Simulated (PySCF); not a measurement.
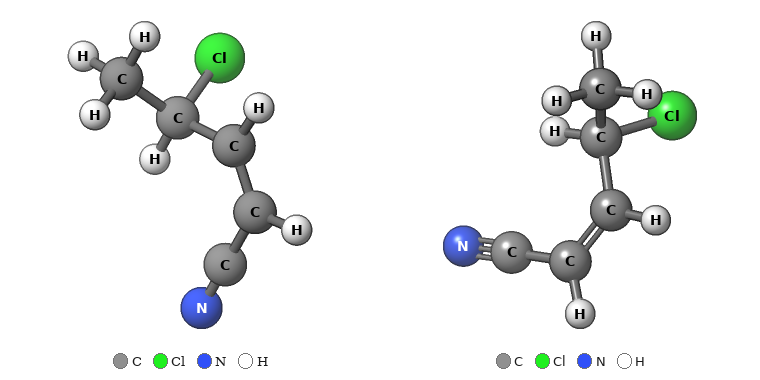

The same structure drawn twice, from different directions.

Computed geometry: GFN2-xTB optimisation. No frequency run is at hand to confirm it as a minimum.

Description:

Formula C5H6ClN. SMILES: `C[C@@H](Cl)/C=C\C#N`. It has no ring. Among its groups: nitrile, alkene, C–Cl bond. The point group is C1. Coordination: 2 C tetrahedral; 2 C trigonal planar; 1 C linear.

More results for the same structure follow; atom numbers are the same in all pictures, views and colours differ.

**Shape**

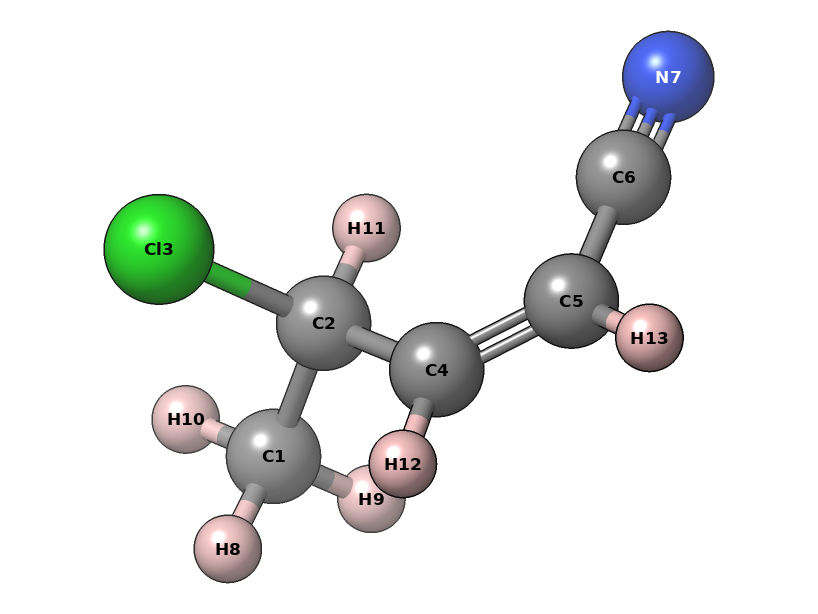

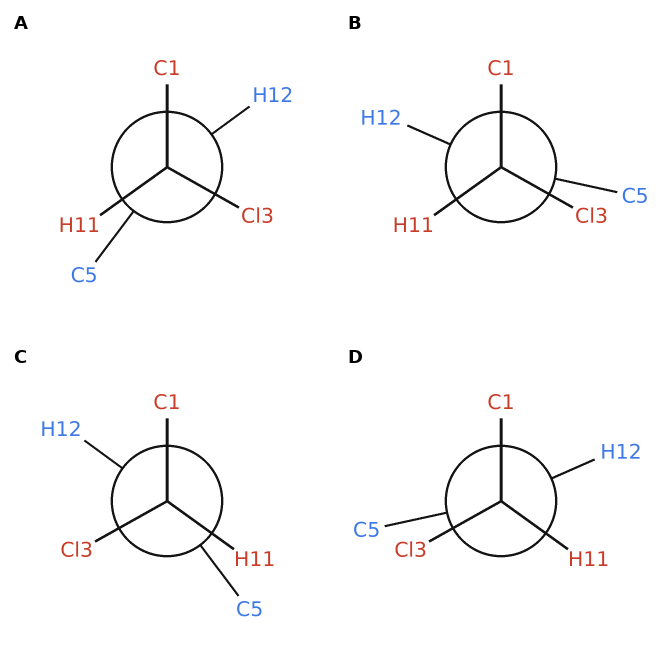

Depth is shown by fading: the farther an atom, the more it takes the colour of the background. Bonds that would overlap in a projection are set slightly apart. No frequency run is at hand to confirm it as a minimum.

Which Newman projection shows the view along C2–C4, with C2 in front?

Answer. C. The torsion angle Cl3–C2–C4–C5 is −113°, anticlinal.

**Dipole moment**

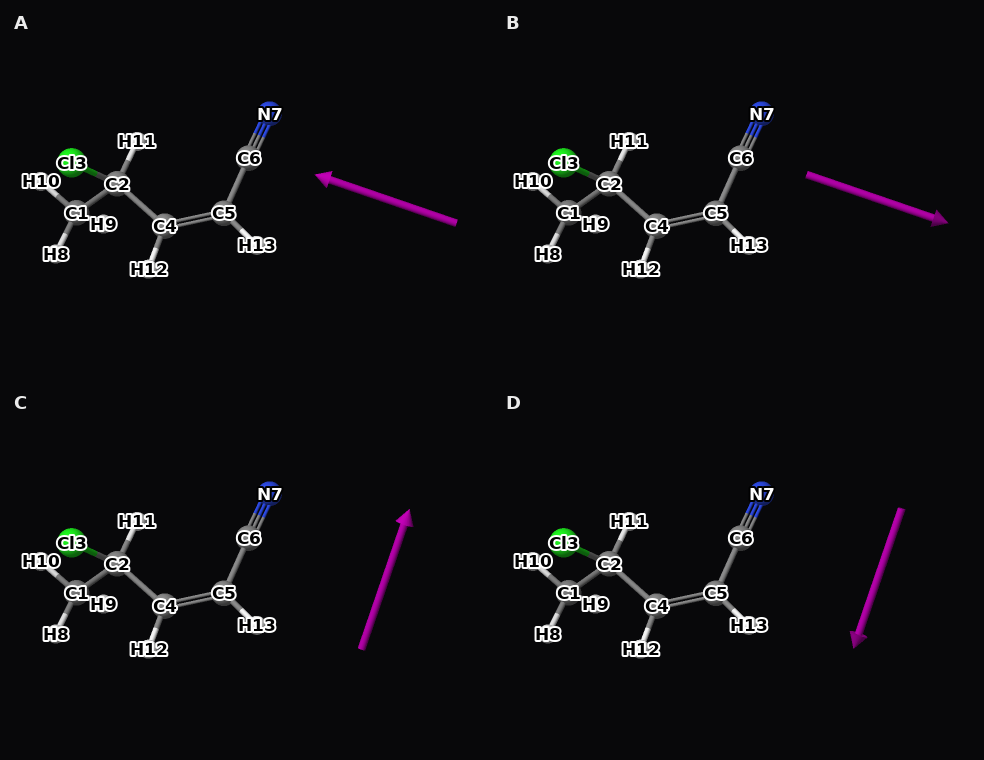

The same molecule four times, each with an arrow. No frequency run is at hand to confirm it as a minimum. Method: PBE0/pcSseg-1, gas phase (PySCF 2.14.0).

Which arrow points along the dipole moment, from the negative to the positive end?

Answer. D. The dipole moment is 3.88 D; it points from the side of N7 to the side of H8 (the outermost atoms at the two ends).

**Excitation**

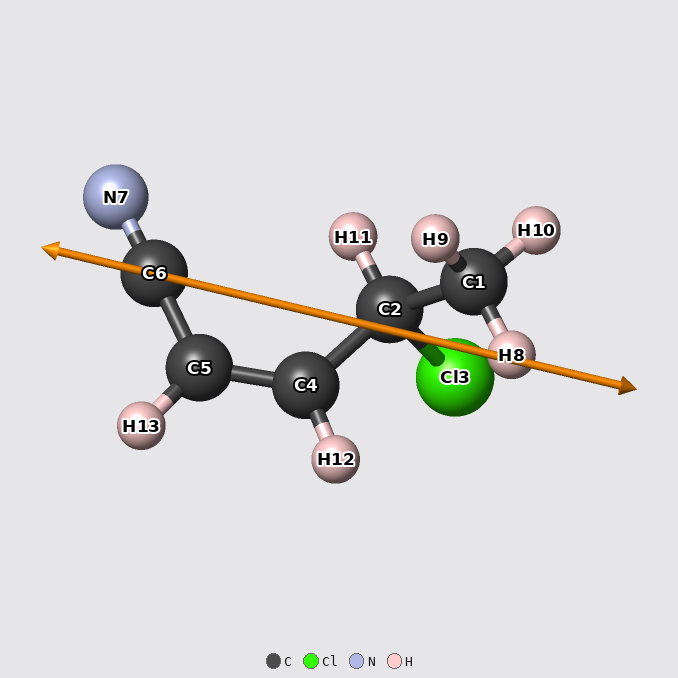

The double arrow shows the direction of the transition dipole to excited singlet state 1 (its length means nothing). No frequency run is at hand to confirm it as a minimum. Method: TDDFT PBE0/def2-SVPD, vertical, gas phase, core orbitals frozen in the response (PySCF 2.14.0).

Where does the transition lie, and how strong is it?

Answer. 5.66 eV (219 nm), oscillator strength 0.12, mainly HOMO → LUMO (weight 0.50); transition dipole 2.35 D.

**Quadrupole coupling**

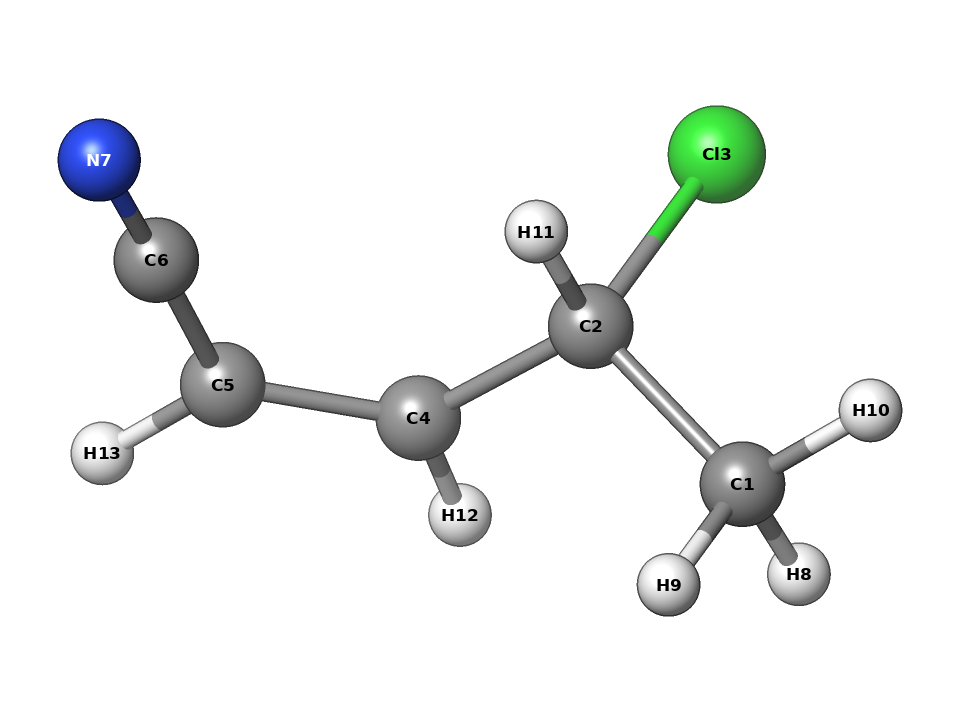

No frequency run is at hand to confirm it as a minimum. Electric field gradients from the ground-state density, PBE0/pcSseg-1 (PySCF 2.14.0), non-relativistic apart from any core potentials.

Give the largest field-gradient component, the quadrupole coupling constant and the asymmetry for 35Cl at Cl3 (Q = −81.7 mb), 14N at N7 (Q = 20.44 mb), 2H at H8 (Q = 2.86 mb), 2H at H9 (Q = 2.86 mb), 2H at H10 (Q = 2.86 mb), 2H at H11 (Q = 2.86 mb).

| atom | V_zz (a.u.) | e²qQ/h (MHz) | η |
| --- | --- | --- | --- |
| Cl3 | 3.953 | −75.9 | 0.04 |
| N7 | −0.982 | −4.72 | 0.04 |
| H8 | 0.311 | 0.209 | 0.04 |
| H9 | 0.310 | 0.208 | 0.03 |
| H10 | 0.313 | 0.210 | 0.03 |
| H11 | 0.285 | 0.192 | 0.03 |
